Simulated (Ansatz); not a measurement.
```xyz
5

F     1.4303   -0.4987   -0.1913
F     0.0101   -1.7462   -1.9163
Si   -0.1344   -1.0884   -0.3749
Si   -1.8695    0.4088   -0.0291
H    -0.0406   -2.3512    0.4611
```

Geometry: r2SCAN-D4/def2-SVPD.

Level of theory: Ansatz, isolated molecule in a Gaussian basis; Kohn-Sham density functional theory, functional PBE0.

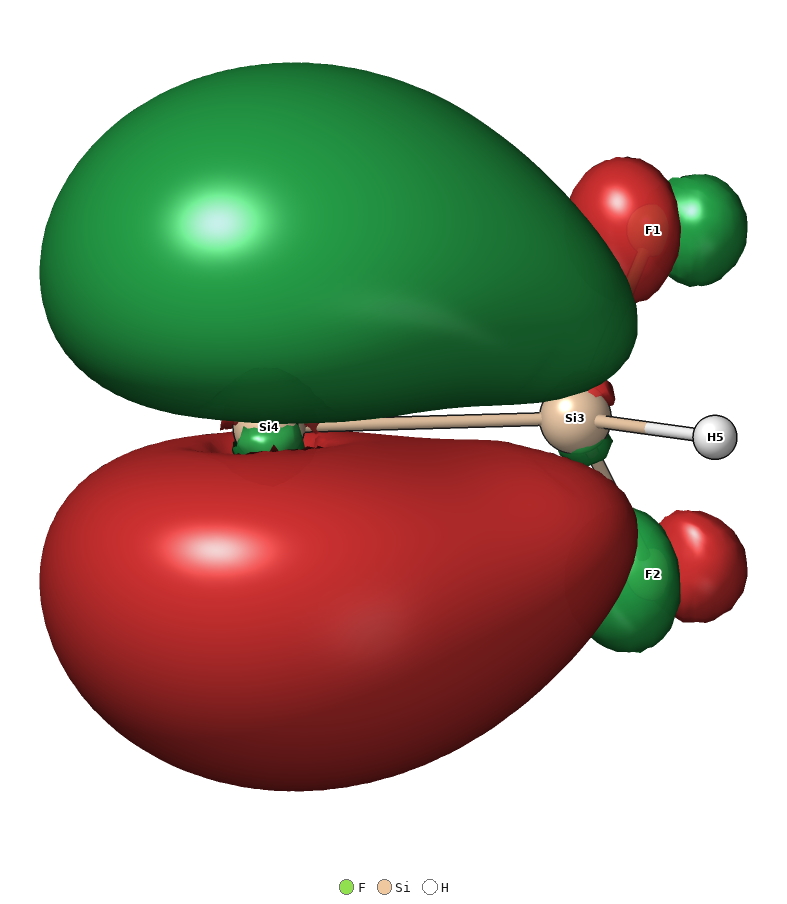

F₂HSi₂ (charge −1, triplet). The HOMO−1 (α) at ±0.06 Å⁻³ᐟ² (green and red are the two phases), seen at a tilt.

Describe this orbital and give its energy.

It lies mainly on Si4 (about 80 %) and Si3 (about 15 %). Its energy is −0.67 eV.
